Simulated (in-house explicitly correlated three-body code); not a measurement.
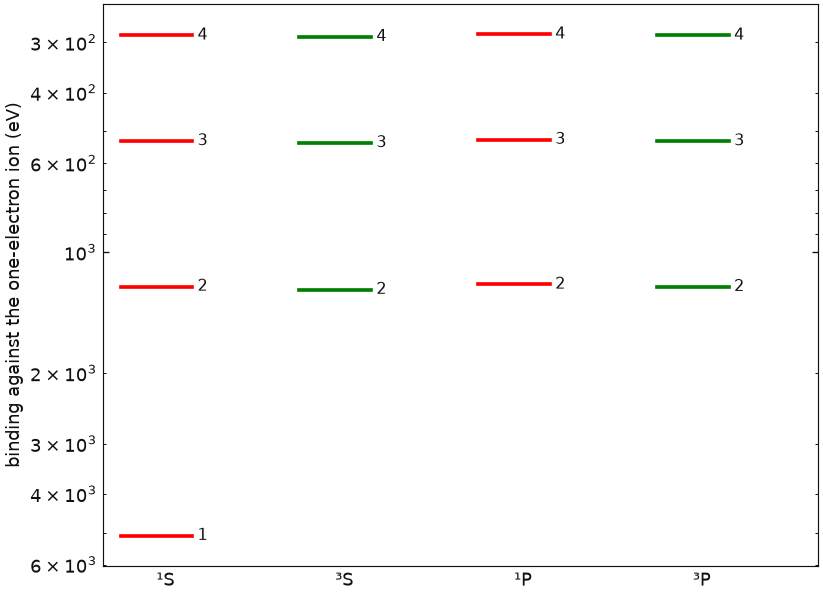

Two electrons around a point charge Z = 20, with all interactions Yukawa-screened by 0.04 bohr⁻¹. Computed variationally in 260 exponentially correlated functions with an in-house code, non-relativistic, converged to about 10⁻⁸ of the energy. The plot shows the bound S and P states that converged, by term and principal number n, on a logarithmic scale of binding.

> Describe the level scheme.

The ground state is bound by 5086 eV. The n = 2 states drawn run, from the deepest, 2 ³S (1239 eV), 2 ³P (1219 eV), 2 ¹S (1217 eV), 2 ¹P (1203 eV). Exchange puts 2 ³S below 2 ¹S by 22.1 eV and 2 ³P below 2 ¹P by 16.4 eV.
